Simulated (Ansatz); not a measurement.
MgTe, response to strain

The parent structure is MgTe in the wurtzite structure (space group P6_3mc, No. 186; a = 4.609 Å, c = 7.501 Å). Axes: x lies along a and z along c of the hexagonal cell.

Strains are applied to the cell and any free atomic positions relax; under biaxial strain the out-of-plane vector relaxes too.

All numbers come from Ansatz (an electronic-structure program), PBE, PAW, cutoff 420 eV, spin-orbit coupling left out, earlier PAW set.

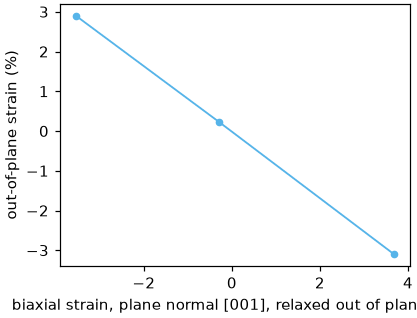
Figure: Out-of-plane strain against biaxial strain, plane normal [001], relaxed out of plane

| biaxial strain, plane normal [001], relaxed out of plane (%) | out-of-plane strain |
|---|---|
| -3.55 | +2.91 % |
| -0.29 | +0.23 % |
| 3.68 | -3.10 % |

Whether these cells are dynamically stable was not tested.
